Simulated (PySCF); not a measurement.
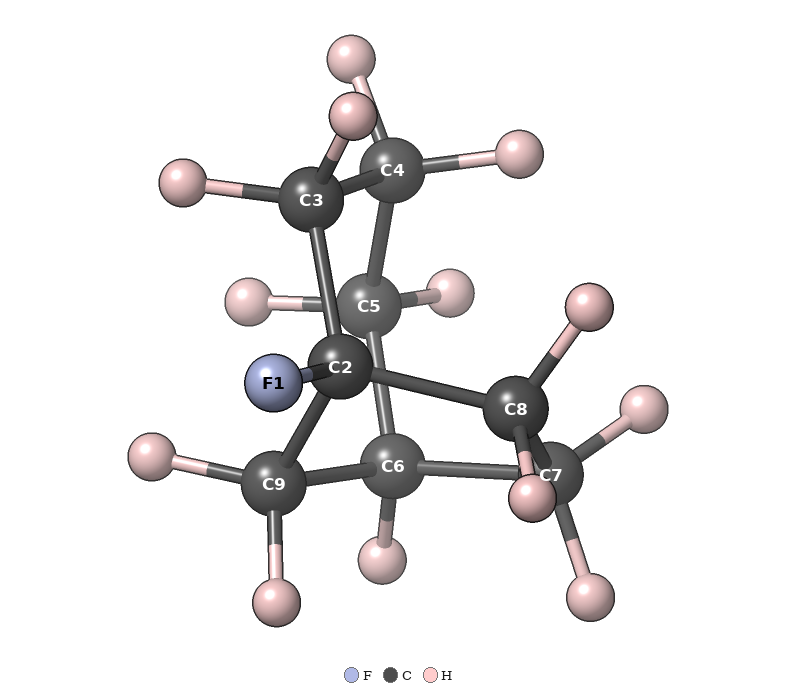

Atoms fade into the background with distance from the viewer. The geometry was computed by an optimisation with PBE0-D3(BJ)/def2-SVP. No frequency run is at hand to confirm it as a minimum.

> How is the 5-membered ring C2–C8–C7–C6–C9 puckered?

It is an envelope, with C9 as the flap. The Cremer–Pople amplitude Q is 0.49 Å.

> Give the torsion angles round the ring, beginning with the bond from its second to its third atom.

0°, −29°, 47°, −48°, 29°.
